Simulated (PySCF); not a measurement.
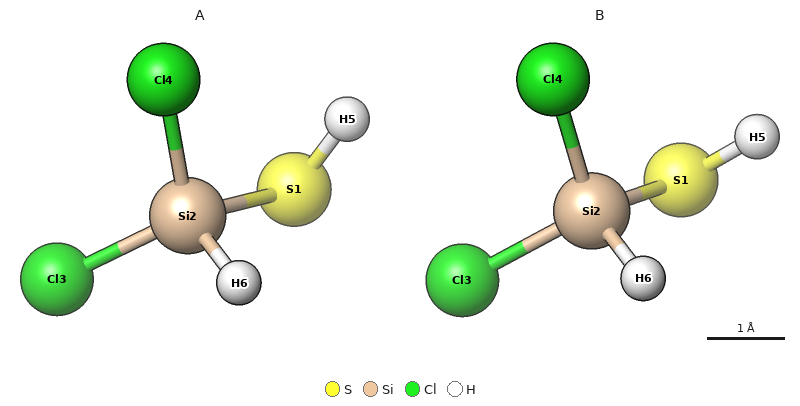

Two geometries of SiH2SCl2, drawn at one scale. One is the start of a relaxation, the other its converged end. Style: ball-and-stick. Shown from a free direction.

The calculation used PBE0-D3(BJ)/def2-SVP geometry optimisation, gas phase (PySCF 2.14.0, density-fitted response routines). 

> Which geometry has the lower energy?

Structure B is the relaxed one. The start comes from GFN2-xTB. Its atoms were then displaced at random by about 0.03 Å. After 9 geometry steps the energy has fallen by 15.0 kJ/mol. The largest move after the best rigid fit is that of H5, 0.27 Å. By element the largest moves are H 0.27 Å, S 0.21 Å, Cl 0.14 Å, Si 0.09 Å. Some distances before and after: S1–Si2 2.243 → 2.123 Å, Si2–H6 1.449 → 1.481 Å, S1–H5 1.325 → 1.353 Å, Si2–Cl4 2.035 → 2.055 Å. Bond angles that change, for instance: S1–Si2–H6 107.5° → 113.4°, S1–Si2–Cl4 108.1° → 111.6°, Cl3–Si2–Cl4 112.8° → 109.5°. Groups turn about S1–Si2 by about 20°. The run took 22 s on 1 thread of Arm Neoverse V1, with other jobs on the host.
